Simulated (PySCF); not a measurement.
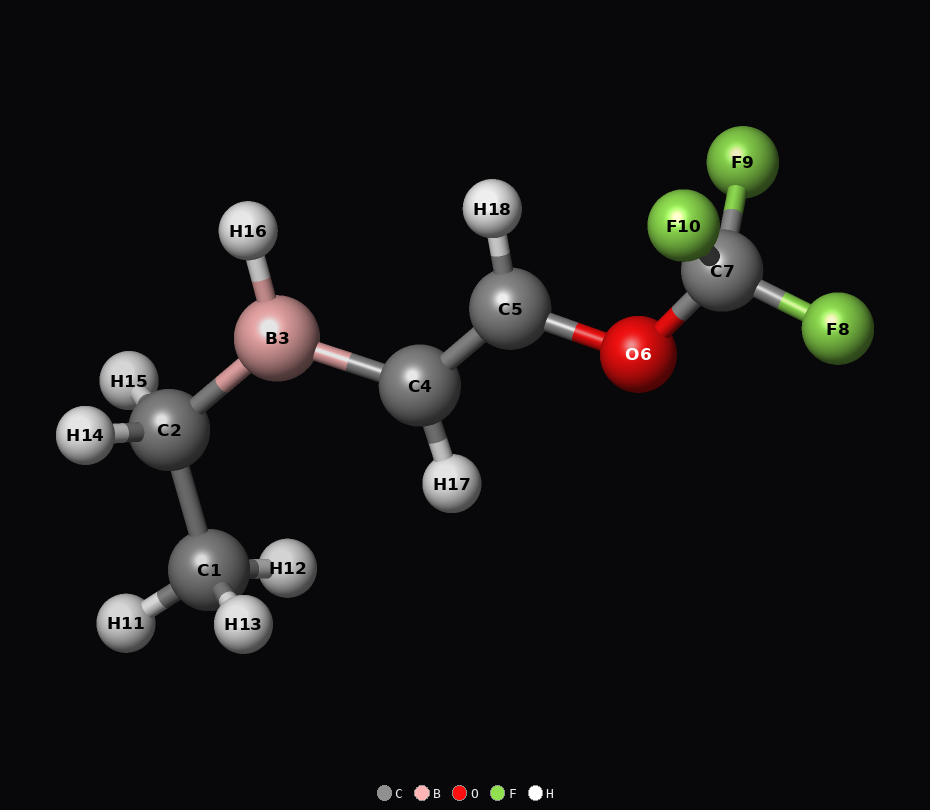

The geometry was computed by an optimisation with GFN2-xTB. No frequency run is at hand to confirm it as a minimum. Electric field gradients from the ground-state density, PBE0/pcSseg-1 (PySCF 2.14.0), non-relativistic apart from any core potentials.

Give the largest field-gradient component, the quadrupole coupling constant and the asymmetry for 11B at B3 (Q = 40.59 mb), 17O at O6 (Q = −25.6 mb), 2H at H11 (Q = 2.86 mb), 2H at H12 (Q = 2.86 mb).

```json
{"atom": "B3", "V_zz (a.u.)": "0.567", "e²qQ/h (MHz)": "5.41", "η": "0.10"}
{"atom": "O6", "V_zz (a.u.)": "1.818", "e²qQ/h (MHz)": "−10.94", "η": "0.62"}
{"atom": "H11", "V_zz (a.u.)": "0.314", "e²qQ/h (MHz)": "0.211", "η": "0.01"}
{"atom": "H12", "V_zz (a.u.)": "0.316", "e²qQ/h (MHz)": "0.212", "η": "0.01"}
```

The geometry is semi-empirical. Around B such bond lengths and angles can be off by a tenth of an ångström or more and by several degrees, and values that hang on the shape move with them.
